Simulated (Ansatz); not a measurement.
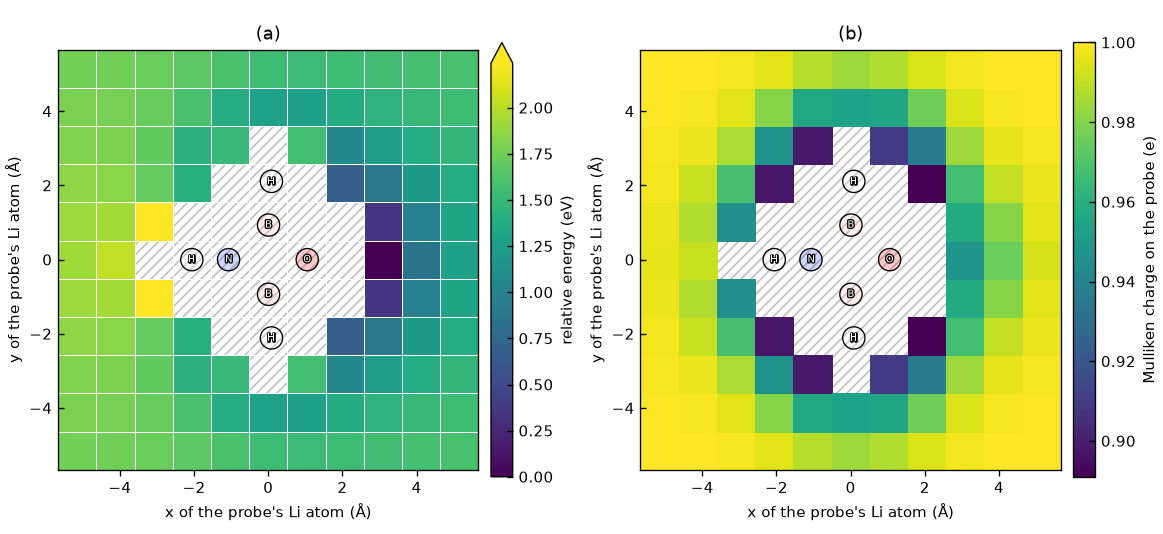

B₂H₃NO (SMILES B1NBO1) with the probe Li+. The probe is moved over the molecule's main plane. Coordinates scanned: (1) x of the probe's Li atom; (2) y of the probe's Li atom. Nothing is relaxed (molecule and probe rigid). The scan uses an 11 × 11 grid; 51 points were computed and 46 follow by symmetry. At 24 points there is no value (left out of the scan, as a rule where atoms come close). Energies are in eV, from the lowest grid point. These are results of RKS BHLYP-D4/def2-TZVP in Ansatz, not measurements.

Panel (a) is the energy; panel (b) is the computed Mulliken charge on the probe, in e.

In the figure: one coloured cell a grid point, labelled circles for the molecule's atoms, projected on the plane, one colour for all values above the top of the scale, hatched blanks where no value was computed.

Question: How does the Mulliken charge on the probe vary over the map, and what is it at the lowest grid point?

Answer: Leaving out the highest fifth of the energies, it runs from 0.89 e at x of the probe's Li atom = 2.06 Å, y of the probe's Li atom = −2.06 Å [nearest 1 H at 1.97 Å] to 1.00 e at x of the probe's Li atom = −5.15 Å, y of the probe's Li atom = −5.15 Å. At the lowest grid point, x of the probe's Li atom = 3.09 Å, y of the probe's Li atom = 0.00 Å [nearest 1 O at 2.04 Å], it is 0.95 e.
